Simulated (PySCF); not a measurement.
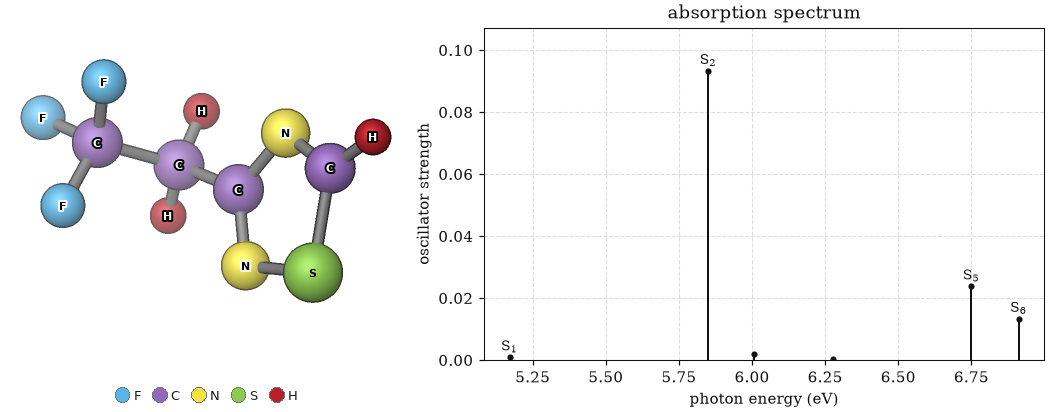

Computed absorption of C₄H₃F₃N₂S, SMILES FC(F)(F)Cc1ncsn1. Vertical TDDFT excitations, PBE0/def2-SVPD in PySCF, at a GFN2-xTB geometry (no frequency check), gas phase. The lowest 6 singlet states are shown.

Does any vertical transition fall in the visible?

No singlet lies below 3.1 eV (beyond 400 nm), so at this level no vertical transition falls in the visible.

Where is the lowest singlet, and is it bright?

S1 lies at 5.17 eV (240 nm) with f = 0.001, mainly HOMO−1 → LUMO (99 %); it is dark or nearly so.

Caveats: the tight-binding geometry is rougher than a DFT one and adds to the error; one conformer of a flexible molecule; core orbitals are frozen in the response.
